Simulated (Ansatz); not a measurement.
# CdRu2: relaxing a made-up structure

Starting from a made-up structure for CdRu2, the aim is the relaxed cell, its shortest contacts and, where a second run follows, its electronic structure.

Method: DFT, PBEsol, plane-wave PAW, files of the set soft_1, scalar-relativistic, no spin, cell and ions relaxed at zero pressure; PAW set soft_1, in the first sound run; inputs show where later runs differ, in Ansatz 0.2.0.

## (1) The starting structure

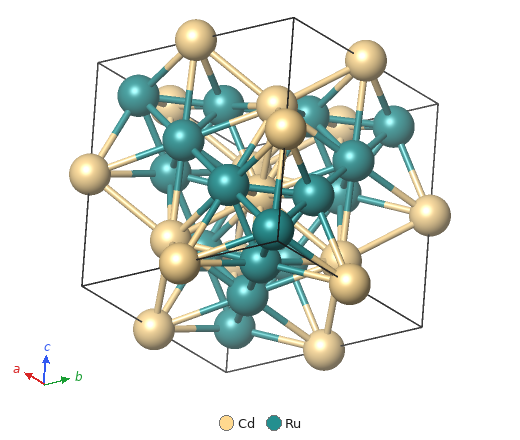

The cell as given, from a free direction (cadmium orange, ruthenium teal). This picture shows the conventional cell, with its axes. Some periodic images of atoms are drawn too.

## (2) Relaxing cell and atoms

The guess takes its coordinates from another compound and its volume from a rule, so the cell and any free coordinates are relaxed together.

input.yaml

```yaml
crystal:
  lattice:
    - [0.0, 3.4605, 3.4605]
    - [3.4605, 0.0, 3.4605]
    - [3.4605, 3.4605, 0.0]
  atoms:
    - { symbol: Cd, position: [0.0, 0.0, 0.0] }
    - { symbol: Cd, position: [0.25, 0.25, 0.25] }
    - { symbol: Ru, position: [0.125, 0.625, 0.625] }
    - { symbol: Ru, position: [0.625, 0.625, 0.625] }
    - { symbol: Ru, position: [0.625, 0.125, 0.625] }
    - { symbol: Ru, position: [0.625, 0.625, 0.125] }
kpoints:
  mp_grid: { grid: [7, 7, 7] }
scf:
  occupations: { method: fermi_dirac, width: 0.05 }
hamiltonian:
  xc: pbesol
  pseudopotentials: { kind: paw, azcp: { folder: soft_1 }, xc_functional: pbe }
relax:
  f_tol: 0.015
  max_steps: 70
  cell: {}
output:
  forces: true
  stress: true
```

Started as:

```
> ansatz run input.yaml --threads 4 --pin off --max-ram 10240MiB --backend cpu --events-out ev --progress --plain --runs-dir out
```

Numbers of over 12 decimals in the logs are rounded to 6 here.

What it wrote:

```text
Engine: ansatz 0.2.0, aarch64-unknown-linux-gnu
Pseudopotentials: kind: paw
Pseudopotential: Cd, paw, valence charge 20, recommended cutoff 420 eV (normal), soft_1/Cd.paw.azcp
Pseudopotential: Ru, paw, valence charge 16, recommended cutoff 420 eV (normal), soft_1/Ru.paw.azcp
Functional definition: PBEsol
  exchange = pbesol_x
  correlation = pbesol_c
Crystal: 6 atoms, lattice volume = 82.879 Å³
Basis set: ecut = 420 eV, 1639 PW (Γ), exchange–correlation on 72×72×72 points (8 copies of the dense FFT grid, shifted against one another)
Bands: 63, of which v1, the nominal top of the filled ones, is band 52 counted from 1 (51 counted from 0)
Symmetry: 48 space group operations
Space group: Fd-3m (ITA 227), of the structure as read, at distance tolerance 4.4e-5 Å
k-points: 20 of 343
Non-local potential: Cd, projectors of the file, l = 0: 3, l = 1: 2, l = 2: 2, l = 3: 1
Non-local potential: Ru, projectors of the file, l = 0: 3, l = 1: 2, l = 2: 2, l = 3: 1
PAW form: soft (Blöchl's): semilocal exchange-correlation on the pseudo side does not see the compensation charge
PAW frozen core: Cd, regenerated for the run's functional, and the local potential with it (the file was generated under x = pbe(κ = 0.804, μ = 0.219515), c = pbe(β = 0.066725))
PAW frozen core: Ru, regenerated for the run's functional, and the local potential with it (the file was generated under x = pbe(κ = 0.804, μ = 0.219515), c = pbe(β = 0.066725))
PAW one-centre angular grid: Cd, 590 points (default); XC on 64 Gauss nodes
PAW one-centre angular grid: Ru, 590 points (default); XC on 64 Gauss nodes
Initial density: superposition of atomic densities (chi_scale 0.1, normalization cell, long waves kept (reshape's long-wave potential 0.00 eV rms))
Initial wavefunctions: pseudopotential atomic-orbital guess
Functional: x = pbesol(κ = 0.804, μ = 0.123457), c = pbesol(β = 0.046)
SCF iter   1: F=—  HF=-39633.562520 eV  |F-HF|=—  |Δ(HF+E_count)|=         —  Δρ=1.21e-1  dr2=1.42e1  ethr=3.10e-3  ⟨swp⟩=6.0  Hψ=4178  notcnv=0  defer=6
preconditioner: auto → Kerker (q_TF=auto, 2.833 Å⁻¹)  [metal: Δε(μ)=0.050 eV  Ē_g=9.695 eV  σ=0.050 eV  W_gap=0.24  n_scr=26 (ndim 8)  ℏωp=30.5 eV  f_vac=0.000  D(μ)=6.69/eV (n_scr^D=64)]
SCF iter   2: F=—  HF=-39630.801577 eV  |F-HF|=—  |Δ(HF+E_count)|=    2.76e0  Δρ=5.73e-2  dr2=3.35e0  ethr=3.10e-3  ⟨swp⟩=2.0  Hψ=1964  notcnv=0  defer=50
SCF iter   3: F=—  HF=-39630.021718 eV  |F-HF|=—  |Δ(HF+E_count)|=   7.80e-1  Δρ=8.84e-3  dr2=7.26e-2  ethr=3.10e-3  ⟨swp⟩=2.0  Hψ=1717  notcnv=0  defer=50
SCF iter   4: F=—  HF=-39630.013844 eV  |F-HF|=—  |Δ(HF+E_count)|=   7.87e-3  Δρ=2.38e-3  dr2=6.89e-3  ethr=6.98e-5  ⟨swp⟩=2.6  Hψ=1879  notcnv=0  defer=53
SCF iter   5: F=—  HF=-39630.011719 eV  |F-HF|=—  |Δ(HF+E_count)|=   2.12e-3  Δρ=7.90e-4  dr2=1.21e-3  ethr=6.62e-6  ⟨swp⟩=2.3  Hψ=1945  notcnv=0  defer=53
SCF iter   6: F=—  HF=-39630.011383 eV  |F-HF|=—  |Δ(HF+E_count)|=   3.36e-4  Δρ=1.95e-4  dr2=4.28e-5  ethr=1.16e-6  ⟨swp⟩=2.0  Hψ=1560  notcnv=0  defer=53
SCF iter   7: F=—  HF=-39630.011371 eV  |F-HF|=—  |Δ(HF+E_count)|=   1.21e-5  Δρ=7.06e-5  dr2=2.03e-6  ethr=4.11e-8  ⟨swp⟩=2.0  Hψ=1581  notcnv=0  defer=53
SCF iter   8: F=—  HF=-39630.011371 eV  |F-HF|=—  |Δ(HF+E_count)|=   3.88e-7  Δρ=1.71e-5  dr2=1.61e-7  ethr=1.95e-9  ⟨swp⟩=2.5  Hψ=2086  notcnv=0  defer=53
SCF iter   9: F=-39630.011371 eV  HF=-39630.011371 eV  |F-HF|=6.04e-10  |Δ(HF+E_count)|=   2.56e-8  Δρ=2.31e-6  dr2=2.35e-9  ethr=9.62e-11  ⟨swp⟩=4.0  Hψ=3754  notcnv=0
SCF 1 converged in 9 iterations: F = -39630.011371 eV  dr2 = 2.35e-9
  greatest PAW one-centre occupation: 1.000 electrons in one spin orbital (limit 2), on the Cd atom at site 1 (counted from 0), in its partial waves of l = 0
relax step   1: F+E_penalty+E_count = -39630.01137068 eV  Δ(F+E_penalty+E_count) = +0.000e0 eV  max|allowed force component| = 2.236e-17 eV/Å  Δτ_max = 0.0000 Å  P = +38.531 GPa  Ω = 82.879 Å³  (9 SCF iters, dr2 threshold 1.00e-7 eV, accepted)
Crystal: 6 atoms, lattice volume = 95.601 Å³
Basis set: ecut = 420 eV, 1893 PW (Γ), exchange–correlation on 72×72×72 points (8 copies of the dense FFT grid, shifted against one another)
Initial density: handed on by an earlier stage of this run
Initial wavefunctions: those handed on with the density
iter 1 solved again at ethr=3.95e-5 eV; its pass at ethr=3.10e-3 eV (dr2=4.10e-2 eV) is discarded
SCF iter   1: F=—  HF=-39631.288552 eV  |F-HF|=—  |Δ(HF+E_count)|=         —  Δρ=7.89e-3  dr2=4.38e-2  ethr=3.95e-5  ⟨swp⟩=2.2  Hψ=5269  notcnv=0
preconditioner: auto → Kerker (q_TF=auto, 2.767 Å⁻¹)  [metal: Δε(μ)=0.009 eV  Ē_g=8.093 eV  σ=0.050 eV  W_gap=0.05  n_scr=26 (ndim 8)  ℏωp=28.4 eV  f_vac=0.000  D(μ)=12.33/eV (n_scr^D=168)]
SCF iter   2: F=—  HF=-39631.284840 eV  |F-HF|=—  |Δ(HF+E_count)|=   3.71e-3  Δρ=4.34e-3  dr2=1.40e-2  ethr=3.95e-5  ⟨swp⟩=2.0  Hψ=1323  notcnv=0
SCF iter   3: F=—  HF=-39631.283040 eV  |F-HF|=—  |Δ(HF+E_count)|=   1.80e-3  Δρ=7.14e-4  dr2=4.85e-4  ethr=1.34e-5  ⟨swp⟩=2.1  Hψ=1514  notcnv=0
SCF iter   4: F=—  HF=-39631.282987 eV  |F-HF|=—  |Δ(HF+E_count)|=   5.30e-5  Δρ=2.49e-4  dr2=5.97e-5  ethr=4.66e-7  ⟨swp⟩=2.0  Hψ=1680  notcnv=0
SCF iter   5: F=—  HF=-39631.282983 eV  |F-HF|=—  |Δ(HF+E_count)|=   4.13e-6  Δρ=4.59e-5  dr2=3.37e-6  ethr=5.74e-8  ⟨swp⟩=2.6  Hψ=2041  notcnv=0
SCF iter   6: F=-39631.282982 eV  HF=-39631.282982 eV  |F-HF|=3.34e-7  |Δ(HF+E_count)|=   5.11e-7  Δρ=2.08e-5  dr2=4.25e-7  ethr=5.77e-10  ⟨swp⟩=4.0  Hψ=3779  notcnv=0
SCF 2 converged in 6 iterations: F = -39631.282982 eV  dr2 = 4.25e-7
relax step   2: F+E_penalty+E_count = -39631.28298198 eV  Δ(F+E_penalty+E_count) = -1.272e0 eV  max|allowed force component| = 2.853e-17 eV/Å  Δτ_max = 0.0000 Å  P = -1.084 GPa  Ω = 95.601 Å³  energy of the carried Pulay correction = -1.577e-2 eV  (6 SCF iters, dr2 threshold 6.00e-7 eV, accepted)
Crystal: 6 atoms, lattice volume = 95.201 Å³
Basis set: ecut = 420 eV, 1837 PW (Γ), exchange–correlation on 72×72×72 points (8 copies of the dense FFT grid, shifted against one another)
iter 1 solved again at ethr=5.46e-8 eV; its pass at ethr=3.10e-3 eV (dr2=5.68e-5 eV) is discarded
SCF iter   1: F=—  HF=-39631.285119 eV  |F-HF|=—  |Δ(HF+E_count)|=         —  Δρ=2.75e-4  dr2=6.98e-5  ethr=5.46e-8  ⟨swp⟩=2.0  Hψ=4947  notcnv=0
preconditioner: auto → Kerker (q_TF=auto, 2.769 Å⁻¹)  [metal: Δε(μ)=0.010 eV  Ē_g=8.094 eV  σ=0.050 eV  W_gap=0.05  n_scr=26 (ndim 8)  ℏωp=28.5 eV  f_vac=0.000  D(μ)=12.06/eV (n_scr^D=168)]
SCF iter   2: F=—  HF=-39631.285110 eV  |F-HF|=—  |Δ(HF+E_count)|=   8.71e-6  Δρ=1.52e-4  dr2=2.12e-5  ethr=5.46e-8  ⟨swp⟩=1.0  Hψ=1260  notcnv=0
iter 3 did not close the SCF: its close was put off for the readings that it lacked (scf_convergence_deferred on its scf_iter line)
SCF iter   3: F=-39631.285106 eV  HF=-39631.285106 eV  |F-HF|=2.89e-7  |Δ(HF+E_count)|=   3.74e-6  Δρ=2.19e-5  dr2=4.92e-7  ethr=2.04e-8  ⟨swp⟩=2.0  Hψ=1519  notcnv=0
iter 4 did not close the SCF: its close was put off for the readings that it lacked (scf_convergence_deferred on its scf_iter line)
SCF iter   4: F=-39631.285106 eV  HF=-39631.285106 eV  |F-HF|=5.25e-8  |Δ(HF+E_count)|=   9.14e-8  Δρ=7.77e-6  dr2=7.89e-8  ethr=4.73e-10  ⟨swp⟩=2.5  Hψ=2165  notcnv=0
iter 5 did not close the SCF: its close was put off for the readings that it lacked (scf_convergence_deferred on its scf_iter line)
SCF iter   5: F=-39631.285106 eV  HF=-39631.285106 eV  |F-HF|=5.75e-9  |Δ(HF+E_count)|=   1.23e-8  Δρ=2.10e-6  dr2=8.09e-9  ethr=7.58e-11  ⟨swp⟩=2.2  Hψ=2009  notcnv=0
SCF iter   6: F=-39631.285106 eV  HF=-39631.285106 eV  |F-HF|=4.00e-10  |Δ(HF+E_count)|=   2.18e-9  Δρ=6.02e-7  dr2=5.92e-10  ethr=7.78e-12  ⟨swp⟩=1.0  Hψ=2853  notcnv=0
SCF 3 converged in 6 iterations: F = -39631.285106 eV  dr2 = 5.92e-10
relax step   3: F+E_penalty+E_count = -39631.28510611 eV  Δ(F+E_penalty+E_count) = -2.124e-3 eV  max|allowed force component| = 6.014e-17 eV/Å  Δτ_max = 0.0000 Å  P = -0.245 GPa  Ω = 95.201 Å³  energy of the carried Pulay correction = -1.531e-2 eV  (6 SCF iters, dr2 threshold 6.00e-7 eV, accepted)
Crystal: 6 atoms, lattice volume = 95.085 Å³
iter 1 solved again at ethr=4.43e-9 eV; its pass at ethr=3.10e-3 eV (dr2=4.61e-6 eV) is discarded
SCF iter   1: F=—  HF=-39631.285328 eV  |F-HF|=—  |Δ(HF+E_count)|=         —  Δρ=7.71e-5  dr2=5.72e-6  ethr=4.43e-9  ⟨swp⟩=2.0  Hψ=4784  notcnv=0
preconditioner: auto → Kerker (q_TF=auto, 2.769 Å⁻¹)  [metal: Δε(μ)=0.010 eV  Ē_g=8.102 eV  σ=0.050 eV  W_gap=0.05  n_scr=26 (ndim 8)  ℏωp=28.5 eV  f_vac=0.000  D(μ)=12.04/eV (n_scr^D=168)]
SCF iter   2: F=—  HF=-39631.285328 eV  |F-HF|=—  |Δ(HF+E_count)|=   9.88e-8  Δρ=4.26e-5  dr2=1.80e-6  ethr=4.43e-9  ⟨swp⟩=1.0  Hψ=1260  notcnv=0
iter 3 did not close the SCF: its close was put off for the readings that it lacked (scf_convergence_deferred on its scf_iter line)
SCF iter   3: F=-39631.285328 eV  HF=-39631.285328 eV  |F-HF|=3.22e-8  |Δ(HF+E_count)|=   3.20e-7  Δρ=6.12e-6  dr2=4.86e-8  ethr=1.73e-9  ⟨swp⟩=2.0  Hψ=1499  notcnv=0
iter 4 did not close the SCF: its close was put off for the readings that it lacked (scf_convergence_deferred on its scf_iter line)
SCF iter   4: F=-39631.285328 eV  HF=-39631.285328 eV  |F-HF|=6.58e-9  |Δ(HF+E_count)|=   9.95e-9  Δρ=2.34e-6  dr2=8.89e-9  ethr=4.68e-11  ⟨swp⟩=2.1  Hψ=1702  notcnv=0
iter 5 did not close the SCF: its close was put off for the readings that it lacked (scf_convergence_deferred on its scf_iter line)
SCF iter   5: F=-39631.285328 eV  HF=-39631.285328 eV  |F-HF|=5.46e-10  |Δ(HF+E_count)|=   1.83e-9  Δρ=6.76e-7  dr2=7.53e-10  ethr=8.55e-12  ⟨swp⟩=2.5  Hψ=1673  notcnv=0
SCF iter   6: F=-39631.285328 eV  HF=-39631.285328 eV  |F-HF|=2.18e-11  |Δ(HF+E_count)|=  2.26e-10  Δρ=1.96e-7  dr2=5.23e-11  ethr=1.00e-12  ⟨swp⟩=1.0  Hψ=3269  notcnv=0
SCF 4 converged in 6 iterations: F = -39631.285328 eV  dr2 = 5.23e-11
relax step   4: F+E_penalty+E_count = -39631.28532780 eV  Δ(F+E_penalty+E_count) = -2.217e-4 eV  max|allowed force component| = 5.204e-17 eV/Å  Δτ_max = 0.0000 Å  P = +0.002 GPa  Ω = 95.085 Å³  energy of the carried Pulay correction = -1.518e-2 eV  (6 SCF iters, dr2 threshold 1.50e-7 eV, accepted)
Initial wavefunctions: pseudopotential atomic-orbital guess (no wavefunctions were taken with the density)
iter 1 solved again at ethr=8.58e-8 eV; its pass at ethr=3.10e-3 eV (dr2=8.93e-5 eV) is discarded
SCF iter   1: F=—  HF=-39631.302548 eV  |F-HF|=—  |Δ(HF+E_count)|=         —  Δρ=1.15e-3  dr2=3.82e-5  ethr=8.58e-8  ⟨swp⟩=3.0  Hψ=7144  notcnv=0
preconditioner: auto → Kerker (q_TF=auto, 2.769 Å⁻¹)  [metal: Δε(μ)=0.010 eV  Ē_g=8.101 eV  σ=0.050 eV  W_gap=0.05  n_scr=26 (ndim 8)  ℏωp=28.5 eV  f_vac=0.000  D(μ)=12.04/eV (n_scr^D=168)]
SCF iter   2: F=—  HF=-39631.303000 eV  |F-HF|=—  |Δ(HF+E_count)|=   4.53e-4  Δρ=5.83e-4  dr2=1.00e-5  ethr=3.68e-8  ⟨swp⟩=1.0  Hψ=1260  notcnv=0
SCF iter   3: F=—  HF=-39631.303171 eV  |F-HF|=—  |Δ(HF+E_count)|=   1.71e-4  Δρ=3.98e-5  dr2=1.16e-7  ethr=9.64e-9  ⟨swp⟩=1.0  Hψ=1260  notcnv=0
SCF iter   4: F=—  HF=-39631.303173 eV  |F-HF|=—  |Δ(HF+E_count)|=   2.32e-6  Δρ=5.69e-6  dr2=1.21e-8  ethr=1.12e-10  ⟨swp⟩=2.1  Hψ=2067  notcnv=0
SCF iter   5: F=—  HF=-39631.303173 eV  |F-HF|=—  |Δ(HF+E_count)|=   7.95e-9  Δρ=1.22e-6  dr2=8.40e-10  ethr=1.17e-11  ⟨swp⟩=2.0  Hψ=1662  notcnv=0
SCF iter   6: F=-39631.303173 eV  HF=-39631.303173 eV  |F-HF|=0.00e0  |Δ(HF+E_count)|=  1.02e-10  Δρ=2.41e-7  dr2=4.25e-11  ethr=1.00e-12  ⟨swp⟩=4.2  Hψ=4009  notcnv=0
SCF 5 converged in 6 iterations: F = -39631.303173 eV  dr2 = 4.25e-11
relax step   5: F+E_penalty+E_count = -39631.30317350 eV  Δ(F+E_penalty+E_count) = -1.785e-2 eV  max|allowed force component| = 5.937e-17 eV/Å  Δτ_max = 0.0000 Å  P = +0.108 GPa  Ω = 95.085 Å³  stress off target by 1.08e-1 GPa  SCF on the basis re-selected at this cell (its energy is not comparable with the rows above)  (6 SCF iters)
basis re-selected at this cell: Δ(F+E_penalty+E_count) = -1.785e-2 eV, ΔP = +0.105 GPa vs the last step (what re-selecting the basis moved, of the pressure what is left beyond the Pulay correction that the steps carried, after the strain that the cell walked since its last selection, with what the two solves' SCF thresholds leave and, on support functions, any second-order correction that the steps lacked; it is no m [...]
Crystal: 6 atoms, lattice volume = 95.136 Å³
iter 1 solved again at ethr=7.93e-10 eV; its pass at ethr=3.10e-3 eV (dr2=8.25e-7 eV) is discarded
SCF iter   1: F=—  HF=-39631.303148 eV  |F-HF|=—  |Δ(HF+E_count)|=         —  Δρ=3.34e-5  dr2=1.08e-6  ethr=7.93e-10  ⟨swp⟩=2.0  Hψ=4802  notcnv=0
preconditioner: auto → Kerker (q_TF=auto, 2.769 Å⁻¹)  [metal: Δε(μ)=0.010 eV  Ē_g=8.097 eV  σ=0.050 eV  W_gap=0.05  n_scr=26 (ndim 8)  ℏωp=28.5 eV  f_vac=0.000  D(μ)=12.05/eV (n_scr^D=168)]
SCF iter   2: F=—  HF=-39631.303149 eV  |F-HF|=—  |Δ(HF+E_count)|=   5.66e-7  Δρ=1.82e-5  dr2=3.28e-7  ethr=7.93e-10  ⟨swp⟩=1.0  Hψ=1260  notcnv=0
iter 3 did not close the SCF: its close was put off for the readings that it lacked (scf_convergence_deferred on its scf_iter line)
SCF iter   3: F=-39631.303148 eV  HF=-39631.303148 eV  |F-HF|=7.02e-9  |Δ(HF+E_count)|=   5.56e-8  Δρ=2.87e-6  dr2=1.05e-8  ethr=3.16e-10  ⟨swp⟩=2.0  Hψ=1490  notcnv=0
iter 4 did not close the SCF: its close was put off for the readings that it lacked (scf_convergence_deferred on its scf_iter line)
SCF iter   4: F=-39631.303148 eV  HF=-39631.303148 eV  |F-HF|=1.18e-9  |Δ(HF+E_count)|=   2.31e-9  Δρ=1.02e-6  dr2=1.63e-9  ethr=1.01e-11  ⟨swp⟩=2.5  Hψ=2088  notcnv=0
iter 5 did not close the SCF: its close was put off for the readings that it lacked (scf_convergence_deferred on its scf_iter line)
SCF iter   5: F=-39631.303148 eV  HF=-39631.303148 eV  |F-HF|=1.16e-10  |Δ(HF+E_count)|=  3.06e-10  Δρ=2.98e-7  dr2=1.42e-10  ethr=1.57e-12  ⟨swp⟩=2.5  Hψ=1749  notcnv=0
SCF iter   6: F=-39631.303148 eV  HF=-39631.303148 eV  |F-HF|=1.46e-11  |Δ(HF+E_count)|=  5.82e-11  Δρ=8.56e-8  dr2=1.08e-11  ethr=1.00e-12  ⟨swp⟩=1.0  Hψ=2600  notcnv=0
SCF 6 converged in 6 iterations: F = -39631.303148 eV  dr2 = 1.08e-11
relax step   6: F+E_penalty+E_count = -39631.30314845 eV  Δ(F+E_penalty+E_count) = +2.504e-5 eV  max|allowed force component| = 5.243e-17 eV/Å  Δτ_max = 0.0000 Å  P = +0.001 GPa  Ω = 95.136 Å³  energy of the carried Pulay correction = -4.218e-5 eV  (6 SCF iters, dr2 threshold 2.91e-8 eV, accepted)
iter 1 solved again at ethr=8.10e-8 eV; its pass at ethr=3.10e-3 eV (dr2=8.42e-5 eV) is discarded
SCF iter   1: F=—  HF=-39631.303188 eV  |F-HF|=—  |Δ(HF+E_count)|=         —  Δρ=9.24e-7  dr2=5.33e-10  ethr=8.10e-8  ⟨swp⟩=3.0  Hψ=7165  notcnv=0
eigensolver tolerance schedule: the retry pair's looser diagonalisation over-reported the residual by 157978.35 of it (diagonalisation noise at an unbounded share of the residual, at the tolerance the schedule requests for it); recorded, not acted on — ethr = c·dr2/N_el stays at c = 1.0e-1
SCF iter   2: F=—  HF=-39631.303177 eV  |F-HF|=—  |Δ(HF+E_count)|=   1.14e-5  Δρ=6.35e-7  dr2=1.59e-10  ethr=1.00e-12  ⟨swp⟩=3.5  Hψ=3336  notcnv=0
iter 3 did not close the SCF: its close was put off for the readings that it lacked (scf_convergence_deferred on its scf_iter line)
SCF iter   3: F=-39631.303177 eV  HF=-39631.303177 eV  |F-HF|=1.46e-11  |Δ(HF+E_count)|=  1.46e-11  Δρ=3.45e-7  dr2=5.15e-11  ethr=1.00e-12  ⟨swp⟩=1.0  Hψ=1260  notcnv=0
iter 4 did not close the SCF: its close was put off for the readings that it lacked (scf_convergence_deferred on its scf_iter line)
SCF iter   4: F=-39631.303177 eV  HF=-39631.303177 eV  |F-HF|=7.28e-12  |Δ(HF+E_count)|=    0.00e0  Δρ=7.86e-8  dr2=6.15e-12  ethr=1.00e-12  ⟨swp⟩=1.0  Hψ=1260  notcnv=0
iter 5 did not close the SCF: its close was put off for the readings that it lacked (scf_convergence_deferred on its scf_iter line)
SCF iter   5: F=-39631.303177 eV  HF=-39631.303177 eV  |F-HF|=2.91e-11  |Δ(HF+E_count)|=  1.46e-11  Δρ=2.10e-8  dr2=9.71e-13  ethr=1.00e-12  ⟨swp⟩=1.0  Hψ=1260  notcnv=0
iter 6 did not close the SCF: its close was put off for the readings that it lacked (scf_convergence_deferred on its scf_iter line)
SCF iter   6: F=-39631.303177 eV  HF=-39631.303177 eV  |F-HF|=0.00e0  |Δ(HF+E_count)|=  1.46e-11  Δρ=9.16e-9  dr2=1.06e-13  ethr=1.00e-12  ⟨swp⟩=1.0  Hψ=1260  notcnv=0
SCF iter   7: F=-39631.303177 eV  HF=-39631.303177 eV  |F-HF|=0.00e0  |Δ(HF+E_count)|=    0.00e0  Δρ=4.03e-9  dr2=2.15e-14  ethr=1.00e-12  ⟨swp⟩=1.0  Hψ=2600  notcnv=0
SCF 7 converged in 7 iterations: F = -39631.303177 eV  dr2 = 2.15e-14
relax step   7: F+E_penalty+E_count = -39631.30317699 eV  Δ(F+E_penalty+E_count) = -2.854e-5 eV  max|allowed force component| = 4.664e-17 eV/Å  Δτ_max = 0.0000 Å  P = +0.001 GPa  Ω = 95.136 Å³  stress off target by 1.04e-3 GPa  SCF on the basis re-selected at this cell (its energy is not comparable with the rows above)  (7 SCF iters)
basis re-selected at this cell: Δ(F+E_penalty+E_count) = -2.854e-5 eV, ΔP = +0.000 GPa vs the last step (what re-selecting the basis moved, of the pressure what is left beyond the Pulay correction that the steps carried, after the strain that the cell walked since its last selection, with what the two solves' SCF thresholds leave and, on support functions, any second-order correction that the steps lacked; it is no m [...]
SCF converged after 7 iterations
Free energy (F): -39631.303177 eV
Harris-Foulkes:  -39631.303177 eV  (|F-HF|=0.00e0)
Internal energy: -39631.207224 eV  (E = F + TS)
E sigma→0 (E₀):  -39631.255200 eV
Entropy (-TS):   -0.095953 eV (-15.992 meV/atom)
Fermi energy:    19.610880 eV
--- Per-component energies (eV) ---
  E_band       = -1005.322437
  E_kinetic    = 2723.568913
  E_local      = -10861.214589  (includes V_loc(G=0)·N_el)
  E_nonlocal   = 1914.636317
  E_hartree    = 4363.709977
  E_xc         = -986.868931
  E_vxc        = -1248.832158  (∫ρ·V_xc dr)
  E_paw        = -21820.719316  (= ΣΔE_a)
  E_vpaw       = -2260.904015  (= ΣTr[D̂ρ^β])
  E_aug_tail   = 0.003143  (compensation charges beyond the density's cutoff)
  E_ewald      = -14966.019847
  E_core_change = 1.697108  (= ΣΔE_core)
  E_smearing   = -0.095953  (= −TS)
  E_closure    = 0.000000  (closes the sum)
  Σ components = -39631.303177   (vs F -39631.303177, Δ=0.00e0)
--- Forces (eV/Å), atoms counted from 1 ---
  atom   1  Cd     0.00000000     0.00000000     0.00000000
  atom   2  Cd    -0.00000000    -0.00000000    -0.00000000
  atom   3  Ru     0.00000000    -0.00000000     0.00000000
  atom   4  Ru     0.00000000     0.00000000     0.00000000
  atom   5  Ru     0.00000000    -0.00000000     0.00000000
  atom   6  Ru     0.00000000    -0.00000000     0.00000000
  max |Σ_I F_I| component: 4.63e-18 eV/Å
--- Stress (GPa, compression-positive) ---
        0.001041       0.000000       0.000000
        0.000000       0.001041       0.000000
        0.000000       0.000000       0.001041
  P = ⅓ Tr σ = 0.0010 GPa (0.010 kbar)
--- Relaxed structure (5 steps of the walk, 5 accepted, 2 SCFs on fresh bases) ---
  F+E_penalty+E_count = -39631.30317699 eV   max|allowed force component| = 4.664e-17 eV/Å   (the final SCF, on the basis selected at the relaxed cell)
  cell:  # Å, volume = 95.1360 Å³
    - [0, 3.623305, 3.623305]
    - [3.623305, 0, 3.623305]
    - [3.623305, 3.623305, 0]
  atoms:
    - { symbol: Cd, position: [0, 0, 0] }
    - { symbol: Cd, position: [0.25, 0.25, 0.25] }
    - { symbol: Ru, position: [0.125, 0.625, 0.625] }
    - { symbol: Ru, position: [0.625, 0.625, 0.625] }
    - { symbol: Ru, position: [0.625, 0.125, 0.625] }
    - { symbol: Ru, position: [0.625, 0.625, 0.125] }
```

The job ended after 13 s (4 threads of Arm Neoverse V1, shared host; peak memory 0.49 GiB; 45 s of CPU time).

[end of part 1 of 2]

[Logs are printed without paths, hosts, clocks, repeated set-up lines and the standing remarks that a program may print on its own settings, such as how far it seeks lower states.]

[Hosts, paths, dates, database ids (printed as entryN), source tags and the programs' standing remarks are cut or masked in the printed files.]
